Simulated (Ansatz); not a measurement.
# CH₆Ge + CH₄: a complex and its separated parts

The complex below is one end of an elementary step. How strongly is it bound against its free parts?

Program: Ansatz 0.2.0, Gaussian basis. Level of theory: PBE0-D4/def2-TZVP structures, single points in def2-TZVPP, no counterpoise correction. These are calculated values, not measurements.

Levels: SPW92, PBE-D4, BLYP-D4, r2SCAN-D4, B97M-V, PBE0-D4, B3LYP-D4, r2SCAN0-D4, BHLYP-D4, CAM-B3LYP-D4, wB97X-V, wB97M-V, B2PLYP, PBE-QIDH, RPA on PBE, Hartree-Fock, MP2, CCSD, CCSD(T).

Cores are frozen in the correlated methods. Filled d shells of the heavier atoms are correlated. B3LYP uses VWN-RPA correlation. B2PLYP carries no dispersion term here.

94 further runs of the same task are left out: 94 set aside as unsound or not needed. Runs told in other sessions of the task aren't counted.

### Step 1. Where the work starts

The complex: 13 atoms, charge 0, spin multiplicity 1.

Atoms are counted from 1 here; the program's logs count them from 0.

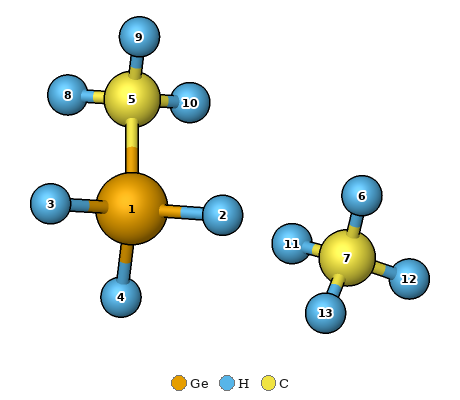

As it starts; germanium amber, hydrogen blue, carbon yellow; atoms are numbered from 1 in the order of the file.

Coordinates:

```
Ge   -0.98798   -1.41067   -0.03440
H    -0.09937   -1.58911   -1.27842
H    -1.78165   -2.71129    0.18816
H    -1.98677   -0.27142   -0.30556
C     0.10280   -1.00664    1.53388
H     1.53916    1.20229   -0.98772
C     0.76253    1.95495   -1.12281
H    -0.53128   -0.87996    2.41212
H     0.80431   -1.81949    1.72520
H     0.66755   -0.08769    1.37481
H     0.32388    2.20727   -0.15738
H     1.19872    2.84939   -1.56661
H    -0.01180    1.56236   -1.78116
```

Its parts: CH₆Ge holds atoms 1, 2, 3, 4, 5, 8, 9, 10; CH₄ holds atoms 6, 7, 11, 12, 13. Each part counts its atoms afresh in its own runs.

### Step 2. Relaxing CH₆Ge alone

The input, relax-a/in.yaml:

```yaml
crystal:
  periodic: [false, false, false]
  atoms:
    - {symbol: Ge, position_ang: [-0.987978, -1.410666, -0.034396]}
    - {symbol: H, position_ang: [-0.099368, -1.589107, -1.278425]}
    - {symbol: H, position_ang: [-1.781655, -2.711288, 0.188159]}
    - {symbol: H, position_ang: [-1.986768, -0.271415, -0.305565]}
    - {symbol: C, position_ang: [0.102797, -1.006642, 1.533878]}
    - {symbol: H, position_ang: [-0.531281, -0.879961, 2.412117]}
    - {symbol: H, position_ang: [0.804308, -1.819494, 1.725203]}
    - {symbol: H, position_ang: [0.667546, -0.087695, 1.374805]}
basis:
  gaussian: {orbitals: def2-TZVP}
hamiltonian: {xc: pbe0, dispersion: d4}
relax: {f_tol: 0.005, max_steps: 200}
```

On the command line:

```
$ ansatz run in.yaml --threads 8 --pin off --events-out ev --progress --plain --max-ram 19148MiB
```

Output (excerpt; [...] marks lines left out):

```text
Functional definition: PBE0
  name "PBE0"
  cite "Adamo & Barone, J. Chem. Phys. 110, 6158 (1999) doi:10.1063/1.478522"
  cite "Perdew, Burke & Ernzerhof, Phys. Rev. Lett. 77, 3865 (1996) doi:10.1103/PhysRevLett.77.3865"
  parent pbe
[...]
845 factors; their error is unknown
[...]
mean field -57644.80038680 eV, -2118.4073411659 hartree, gradient 4.0e-5 eV, S^2 0.000000; 0 other end points of the search recorded, 0 dependent functions left out
[...]
reference -57644.80041501 eV, -2118.4073422027 hartree; 22, 22 occupied and 93, 93 virtual orbitals, 845 factors
[...]
Atom 0 at    -0.988909    -1.412284    -0.034037 Å, force     0.000516     0.001057    -0.000447 eV/Å
Atom 1 at    -0.098765    -1.588955    -1.277387 Å, force    -0.000035    -0.000257     0.000213 eV/Å
Atom 2 at    -1.783329    -2.712106     0.186813 Å, force    -0.000419    -0.000109    -0.000224 eV/Å
Atom 3 at    -1.985308    -0.270658    -0.304924 Å, force     0.000089    -0.000161     0.000105 eV/Å
Atom 4 at     0.102578    -1.006747     1.533618 Å, force    -0.001583    -0.003489     0.001017 eV/Å
Atom 5 at    -0.530767    -0.879803     2.412330 Å, force     0.000370     0.000673     0.000141 eV/Å
Atom 6 at     0.805315    -1.818516     1.724872 Å, force     0.000696     0.000790    -0.000125 eV/Å
Atom 7 at     0.666785    -0.087199     1.374491 Å, force     0.000367     0.001496    -0.000679 eV/Å
Dipole moment:     0.084356     0.031317     0.121200 e Å
```

It took 2 s on 8 threads of Arm Neoverse V1, shared host.

The steps of the relaxation:

| step | energy from step 1 (eV) | largest force component (eV/Å) |
| --- | --- | --- |
| 1 | 0.0000 | 0.0216 |
| 2 | 0.0000 | 0.0085 |
| 3 | 0.0000 | 0.0035 |

Close pairs (by a distance rule), those that changed most:

| bond | before (Å) | after (Å) | change (Å) |
| --- | --- | --- | --- |
| Ge1–H3 | 1.540 | 1.539 | -0.001 |
| C5–H8 | 1.090 | 1.091 | +0.000 |
| Ge1–C5 | 1.953 | 1.953 | +0.000 |
| Ge1–H4 | 1.539 | 1.539 | +0.000 |
| Ge1–H2 | 1.539 | 1.539 | +0.000 |
| C5–H7 | 1.091 | 1.091 | -0.000 |
| C5–H6 | 1.091 | 1.091 | -0.000 |

### Step 3. Relaxing CH₄ alone

The input, relax-b/in.yaml:

```yaml
crystal:
  periodic: [false, false, false]
  atoms:
    - {symbol: H, position_ang: [1.539164, 1.202289, -0.987716]}
    - {symbol: C, position_ang: [0.762535, 1.954949, -1.122805]}
    - {symbol: H, position_ang: [0.323875, 2.207273, -0.157385]}
    - {symbol: H, position_ang: [1.198724, 2.849391, -1.566610]}
    - {symbol: H, position_ang: [-0.011799, 1.562364, -1.781158]}
basis:
  gaussian: {orbitals: def2-TZVP}
hamiltonian: {xc: pbe0, dispersion: d4}
relax: {f_tol: 0.005, max_steps: 200}
```

On the command line:

```
$ ansatz run in.yaml --threads 8 --pin off --events-out ev --progress --plain --max-ram 19148MiB
```

Output (excerpt; [...] marks lines left out):

```text
[... 5 set-up lines as earlier in the session ...]
[...]
356 factors; their error is unknown
[...]
mean field -1101.35635266 eV, -40.4740994341 hartree, gradient 4.8e-5 eV, S^2 0.000000; 0 other end points of the search recorded, 0 dependent functions left out
[...]
Atom 1 at     0.762508     1.955157    -1.123045 Å, force     0.000311     0.002412    -0.000078 eV/Å
Atom 2 at     0.324738     2.206249    -0.157218 Å, force     0.003156    -0.003675    -0.000773 eV/Å
Atom 3 at     1.198480     2.849572    -1.567287 Å, force    -0.001130    -0.000577    -0.001485 eV/Å
Atom 4 at    -0.011857     1.562750    -1.781605 Å, force    -0.000178     0.000844    -0.001205 eV/Å
Dipole moment:    -0.000007     0.000034    -0.000048 e Å
```

Wall time 0.4 s (8 threads of Arm Neoverse V1, shared host).

Step by step:

| step | energy from step 1 (eV) | largest force component (eV/Å) |
| --- | --- | --- |
| 1 | 0.0000 | 0.0148 |
| 2 | 0.0000 | 0.0037 |

Distances of close pairs at the start and the end, largest changes first:

| bond | before (Å) | after (Å) | change (Å) |
| --- | --- | --- | --- |
| C2–H3 | 1.090 | 1.090 | -0.000 |
| H1–C2 | 1.090 | 1.090 | -0.000 |
| C2–H5 | 1.090 | 1.090 | +0.000 |
| C2–H4 | 1.090 | 1.090 | +0.000 |

### Step 4. SPW92/def2-TZVPP

The input, parta/in.yaml:

```yaml
crystal:
  periodic: [false, false, false]
  atoms:
    - {symbol: Ge, position_ang: [-0.988909, -1.412284, -0.034037]}
    - {symbol: H, position_ang: [-0.098765, -1.588955, -1.277387]}
    - {symbol: H, position_ang: [-1.783329, -2.712106, 0.186813]}
    - {symbol: H, position_ang: [-1.985308, -0.270658, -0.304924]}
    - {symbol: C, position_ang: [0.102578, -1.006747, 1.533618]}
    - {symbol: H, position_ang: [-0.530767, -0.879803, 2.412330]}
    - {symbol: H, position_ang: [0.805315, -1.818516, 1.724872]}
    - {symbol: H, position_ang: [0.666785, -0.087199, 1.374491]}
basis:
  gaussian: {orbitals: def2-TZVPP}
hamiltonian: {xc: lda}
```

The input, partb/in.yaml:

```yaml
crystal:
  periodic: [false, false, false]
  atoms:
    - {symbol: H, position_ang: [1.538631, 1.202538, -0.986519]}
    - {symbol: C, position_ang: [0.762508, 1.955157, -1.123045]}
    - {symbol: H, position_ang: [0.324738, 2.206249, -0.157218]}
    - {symbol: H, position_ang: [1.198480, 2.849572, -1.567287]}
    - {symbol: H, position_ang: [-0.011857, 1.562750, -1.781605]}
basis:
  gaussian: {orbitals: def2-TZVPP}
hamiltonian: {xc: lda}
```

One command serves all of them, each in its own folder.

On the command line:

```
$ ansatz run in.yaml --threads 8 --pin off --events-out ev --progress --plain --max-ram 19148MiB
```

Log of parta (excerpt; [...] marks lines left out):

```text
Functional definition: SPW92
  name "SPW92"
  cite "Dirac, Proc. Camb. Phil. Soc. 26, 376 (1930) doi:10.1017/S0305004100016108"
  cite "Slater, Phys. Rev. 81, 385 (1951) doi:10.1103/PhysRev.81.385"
  cite "Perdew & Wang, Phys. Rev. B 45, 13244 (1992) doi:10.1103/PhysRevB.45.13244"
[...]
892 factors; their error is unknown
[...]
mean field -57555.87497304 eV, -2115.1393924860 hartree, gradient 2.4e-5 eV, S^2 0.000000; 0 other end points of the search recorded, 0 dependent functions left out
reference -57555.87500836 eV, -2115.1393937840 hartree; 22, 22 occupied and 141, 141 virtual orbitals, 892 factors
Total energy: -57555.87500836 eV, -2115.1393937840 hartree
```

Log of partb (excerpt; [...] marks lines left out):

```text
[... 5 set-up lines as earlier in the session ...]
[...]
416 factors; their error is unknown
[...]
mean field -1091.60446222 eV, -40.1157240707 hartree, gradient 1.5e-5 eV, S^2 0.000000; 0 other end points of the search recorded, 0 dependent functions left out
reference -1091.60448822 eV, -40.1157250260 hartree; 5, 5 occupied and 82, 82 virtual orbitals, 416 factors
Total energy: -1091.60448822 eV, -40.1157250260 hartree
```

They took 0.35 s (parta), 0.15 s (partb) on 8 threads of Arm Neoverse V1, shared host.

### Step 5. PBE-D4/def2-TZVPP

The same edit goes into each in.yaml of step 4 (parta, partb):

```diff
-hamiltonian: {xc: lda}
+hamiltonian: {xc: pbe, dispersion: d4}
```

Each run has its own folder and the same command.

On the command line:

```
$ ansatz run in.yaml --threads 8 --pin off --events-out ev --progress --plain --max-ram 19148MiB
```

Output in parta (excerpt; [...] marks lines left out):

```text
Functional definition: PBE
  name "PBE"
[... 2 set-up lines as earlier in the session ...]
[...]
892 factors; their error is unknown
[...]
mean field -57642.97367692 eV, -2118.3402108158 hartree, gradient 2.7e-5 eV, S^2 0.000000; 0 other end points of the search recorded, 0 dependent functions left out
reference -57642.97371499 eV, -2118.3402122149 hartree; 22, 22 occupied and 141, 141 virtual orbitals, 892 factors
Total energy: -57643.07595911 eV, -2118.3439696171 hartree
```

Log of partb (excerpt; [...] marks lines left out):

```text
[... 4 set-up lines as earlier in the session ...]
[...]
416 factors; their error is unknown
[...]
mean field -1101.08959287 eV, -40.4642961926 hartree, gradient 3.2e-5 eV, S^2 0.000000; 0 other end points of the search recorded, 0 dependent functions left out
reference -1101.08962107 eV, -40.4642972290 hartree; 5, 5 occupied and 82, 82 virtual orbitals, 416 factors
Total energy: -1101.11339181 eV, -40.4651707875 hartree
```

Times: 0.55 s (parta), 0.2 s (partb) on 8 threads of Arm Neoverse V1, shared host.

### Step 6. BLYP-D4/def2-TZVPP

The same edit goes into each in.yaml of step 5 (parta, partb):

```diff
-hamiltonian: {xc: pbe, dispersion: d4}
+hamiltonian: {xc: {name: BLYP}, dispersion: d4}
```

The same command starts each run, in its folder.

On the command line:

```
$ ansatz run in.yaml --threads 8 --pin off --events-out ev --progress --plain --max-ram 19148MiB
```

Log of parta (excerpt; [...] marks lines left out):

```text
Functional definition: BLYP
  name "BLYP"
  cite "Becke, Phys. Rev. A 38, 3098 (1988) doi:10.1103/PhysRevA.38.3098"
  cite "Lee, Yang & Parr, Phys. Rev. B 37, 785 (1988) doi:10.1103/PhysRevB.37.785"
[...]
892 factors; their error is unknown
[...]
mean field -57654.00717265 eV, -2118.7456843054 hartree, gradient 2.4e-5 eV, S^2 0.000000; 0 other end points of the search recorded, 0 dependent functions left out
reference -57654.00750389 eV, -2118.7456964779 hartree; 22, 22 occupied and 141, 141 virtual orbitals, 892 factors
Total energy: -57654.23703798 eV, -2118.7541317004 hartree
```

Output in partb (excerpt; [...] marks lines left out):

```text
[... 4 set-up lines as earlier in the session ...]
[...]
416 factors; their error is unknown
[...]
mean field -1102.10484008 eV, -40.5016058394 hartree, gradient 6.6e-5 eV, S^2 0.000000; 0 other end points of the search recorded, 0 dependent functions left out
reference -1102.10509284 eV, -40.5016151282 hartree; 5, 5 occupied and 82, 82 virtual orbitals, 416 factors
Total energy: -1102.16220955 eV, -40.5037141285 hartree
```

Wall times: 0.55 s (parta), 0.2 s (partb) on 8 threads of Arm Neoverse V1, shared host.

### Step 7. r2SCAN-D4/def2-TZVPP

The same edit goes into each in.yaml of step 6 (parta, partb):

```diff
-hamiltonian: {xc: {name: BLYP}, dispersion: d4}
+hamiltonian: {xc: r2scan, dispersion: d4}
```

The same command starts each run, in its folder.

On the command line:

```
$ ansatz run in.yaml --threads 8 --pin off --events-out ev --progress --plain --max-ram 19148MiB
```

Output in parta (excerpt; [...] marks lines left out):

```text
Functional definition: r2SCAN
  name "r2SCAN"
  cite "Furness, Kaplan, Ning, Perdew & Sun, J. Phys. Chem. Lett. 11, 8208 (2020) doi:10.1021/acs.jpclett.0c02405"
  cite "Furness, Kaplan, Ning, Perdew & Sun, J. Phys. Chem. Lett. 11, 9248 (2020) doi:10.1021/acs.jpclett.0c03077"
  parent r2scan
[...]
892 factors; their error is unknown
[...]
mean field -57652.44510527 eV, -2118.6882793879 hartree, gradient 5.3e-5 eV, S^2 0.000000; 0 other end points of the search recorded, 0 dependent functions left out
reference -57652.44511617 eV, -2118.6882797885 hartree; 22, 22 occupied and 141, 141 virtual orbitals, 892 factors
Total energy: -57652.46898804 eV, -2118.6891570635 hartree
```

Output in partb (excerpt; [...] marks lines left out):

```text
[... 5 set-up lines as earlier in the session ...]
[...]
416 factors; their error is unknown
[...]
mean field -1102.08487663 eV, -40.5008721963 hartree, gradient 5.5e-6 eV, S^2 0.000000; 0 other end points of the search recorded, 0 dependent functions left out
reference -1102.08488474 eV, -40.5008724941 hartree; 5, 5 occupied and 82, 82 virtual orbitals, 416 factors
Total energy: -1102.09053482 eV, -40.5010801310 hartree
```

Wall times: 1.1 s (parta), 0.45 s (partb) on 8 threads of Arm Neoverse V1, shared host.

### Step 8. B97M-V/def2-TZVPP

The same edit goes into each in.yaml of step 7 (parta, partb):

```diff
-hamiltonian: {xc: r2scan, dispersion: d4}
+hamiltonian: {xc: {name: B97M-V}}
```

The same command starts each run, in its folder.

On the command line:

```
$ ansatz run in.yaml --threads 8 --pin off --events-out ev --progress --plain --max-ram 19148MiB
```

parta printed (excerpt; [...] marks lines left out):

```text
Functional definition: B97M-V
  name "B97M-V"
  cite "Mardirossian & Head-Gordon, J. Chem. Phys. 142, 074111 (2015) doi:10.1063/1.4907719"
  cite "Becke, J. Chem. Phys. 107, 8554 (1997) doi:10.1063/1.475007"
  cite "Vydrov & Van Voorhis, J. Chem. Phys. 133, 244103 (2010) doi:10.1063/1.3521275"
  # Of w^i u^j: cxij and so on, Table III.
[...]
  gx(w, u) = cx00 + cx01*u + cx02*u^2 + (cx10 + cx11*u)*w
[...]
  gos(w, u) = cos00 + cos01*u + cos03*u^3 + cos10*w + cos32*w^3*u^2
[...]
      + integral(e_c_pw_mod_opposite_spin*gos(b97_w_opposite, b97_u_opposite)) + vv10(b, c)
892 factors; their error is unknown
[...]
mean field -57643.03263476 eV, -2118.3423774765 hartree, gradient 6.7e-5 eV, S^2 0.000000; 0 other end points of the search recorded, 0 dependent functions left out
reference -57643.03268874 eV, -2118.3423794604 hartree; 22, 22 occupied and 141, 141 virtual orbitals, 892 factors
Total energy: -57643.03268874 eV, -2118.3423794604 hartree
```

partb printed (excerpt; [...] marks lines left out):

```text
[... 5 set-up lines as earlier in the session ...]
  # Of w^i u^j: cxij and so on, Table III.
[...]
  gx(w, u) = cx00 + cx01*u + cx02*u^2 + (cx10 + cx11*u)*w
[...]
  gos(w, u) = cos00 + cos01*u + cos03*u^3 + cos10*w + cos32*w^3*u^2
[...]
      + integral(e_c_pw_mod_opposite_spin*gos(b97_w_opposite, b97_u_opposite)) + vv10(b, c)
416 factors; their error is unknown
[...]
mean field -1102.89596678 eV, -40.5306792094 hartree, gradient 2.9e-5 eV, S^2 0.000000; 0 other end points of the search recorded, 0 dependent functions left out
reference -1102.89600668 eV, -40.5306806757 hartree; 5, 5 occupied and 82, 82 virtual orbitals, 416 factors
Total energy: -1102.89600668 eV, -40.5306806757 hartree
```

Times: 1.9 s (parta), 0.55 s (partb) on 8 threads of Arm Neoverse V1, shared host.

[end of part 1 of 3]
